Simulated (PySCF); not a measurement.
**C$_{3}$H$_{11}$ClO$_{2}$Si$_{2}$: density, localisation and related maps**

Input

```
{"job": {"kind": "nmr", "xc": "PBE0", "basis": "pcSseg-1"}, "charge": 0, "multiplicity": 1}
C     -2.247773    -0.734688     0.994833
C     -0.913460    -0.051691     0.712754
C     -1.061876     1.464502     0.631593
O     -0.420096    -0.534439    -0.513619
Si     1.074100    -1.029888    -0.902785
O      1.027363    -1.251608    -2.507946
Si     2.707947     0.566327    -0.668754
Cl     3.035016     0.943506     1.307986
H     -2.650618    -0.394940     1.944660
H     -2.954731    -0.502152     0.202318
H     -2.110299    -1.812451     1.032066
H     -0.204398    -0.300842     1.513807
H     -1.470041     1.850889     1.561173
H     -1.728743     1.724443    -0.187116
H     -0.092528     1.924181     0.453423
H      1.315332    -2.314023    -0.221207
H      0.246220    -1.611335    -2.920977
H      4.013721     0.176900    -1.208862
H      2.425062     1.896560    -1.230809
```

Launched as:

```sh
OMP_NUM_THREADS=1 python probes_run.py task.json out
```

Geometry: GFN2-xTB.

Theory: PBE0/pcSseg-1, SCF density, gas phase, non-relativistic in PySCF 2.14.0.

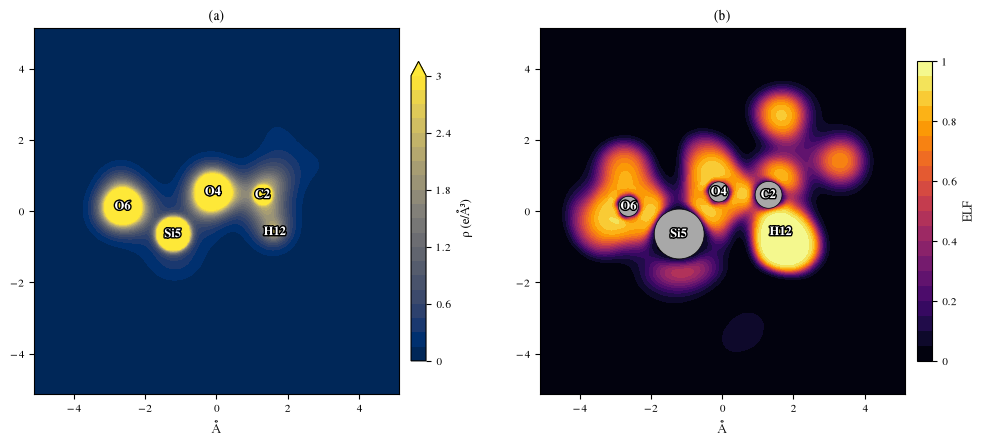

Figure 1. (a) total electron density; (b) electron localisation function on the plane of atoms O4, Si5 and O6. Grey discs cover the atomic cores in the ELF map.

Q: Interpret the plot.

A:
- Atoms in the plane: C, O, Si and H.
- C–O (1.41 Å): ρ is about 2 e/Å³ halfway, with its minimum of 1.7 e/Å³ about 0.5 Å from C; the ELF peaks at about 0.90 between the atoms, as expected for a polar covalent bond.
- Si–O (1.62 Å): ρ is about 1.2 e/Å³ halfway; the ELF peaks at about 0.85 between the atoms: a short, strongly polar bond.
- C–H (1.10 Å): the density is about 2 e/Å³ at the midpoint; the ELF climbs to about 1 towards the hydrogen, as it does in any bond to H; an ordinary covalent bond to hydrogen.
- The ELF also peaks beside O6 and O4, away from the bonds: lone-pair regions.

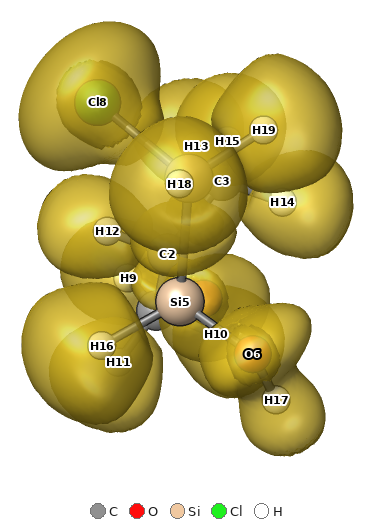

Figure 2. Isosurface of the electron localisation function at 0.75 (yellow), seen at an oblique angle. Core shells and regions of very low density are left out.

Q: What do the ELF domains correspond to?

A: At this value the surface marks out two regions between bonded C–C atoms (shared pairs), one region between bonded Si–Si atoms (shared pairs), ten regions around hydrogen nuclei, one region on Cl in which the atom's valence shell and bonds are merged, one region on O in which the atom's valence shell and bonds are merged and one joined region spread over several atoms (H, O), in which their bonds and any lone pairs are merged. Along the contacts the grid gives the following. C–C (1.53 Å): the ELF peaks at about 0.95 between the atoms; a covalent bond.

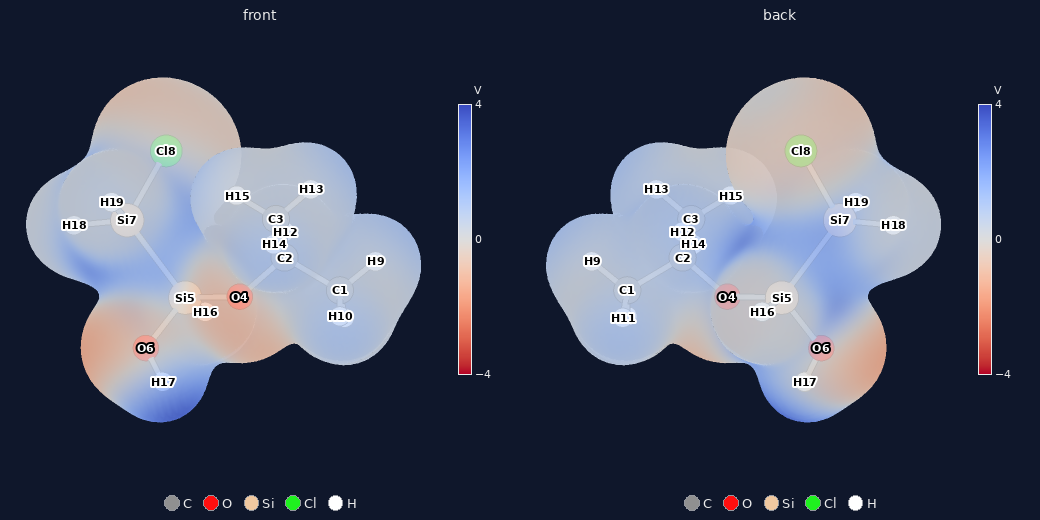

Figure 3. The molecular electrostatic potential painted on the density surface at 0.004 e/bohr³, seen from the front and from behind; red is negative and blue positive.

Q: Which sites attract a positive test charge, and which a negative one?

A: A positive charge is drawn to the negative regions and a negative charge to the positive ones. The most negative region (about −1.3 V) lies over O6, the most positive (about +3.2 V) over H17. O6 is the likeliest acceptor of a hydrogen bond.

Q: How polar is the molecule by this calculation?

A: Its dipole moment is 2.30 D.
